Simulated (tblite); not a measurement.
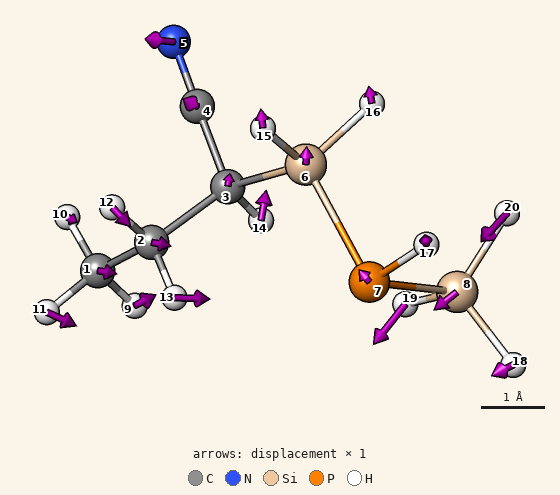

This is a relaxation of C₄H₁₂NPSi₂. The starting structure is drawn; purple arrows show the displacements, at their true length. The two geometries are superimposed by the best rigid fit.

The picture is a ball-and-stick view, seen from a free direction.

All numbers below come from GFN2-xTB geometry optimisation, gas phase in tblite. 

What did the optimiser do to the structure, and how much energy did it gain?

Answer. H19 moves most after the best rigid fit: 0.88 Å. By element the largest moves are H 0.88 Å, N 0.67 Å, Si 0.49 Å, C 0.37 Å, P 0.28 Å. Near-neighbour distances that change, for instance: C3–Si6 1.875 → 1.924 Å, C3–C4 1.472 → 1.429 Å, P7–H17 1.416 → 1.378 Å, C4–N5 1.173 → 1.145 Å. Bond angles that change, for instance: P7–Si6–H16 108.3° → 115.8°, Si6–P7–Si8 96.2° → 102.2°, C3–Si6–P7 111.4° → 105.5°. Over 195 geometry steps the energy falls by 25.7 kJ/mol. The run took 1.9 s on 1 thread of Arm Neoverse V1, with other jobs on the host.
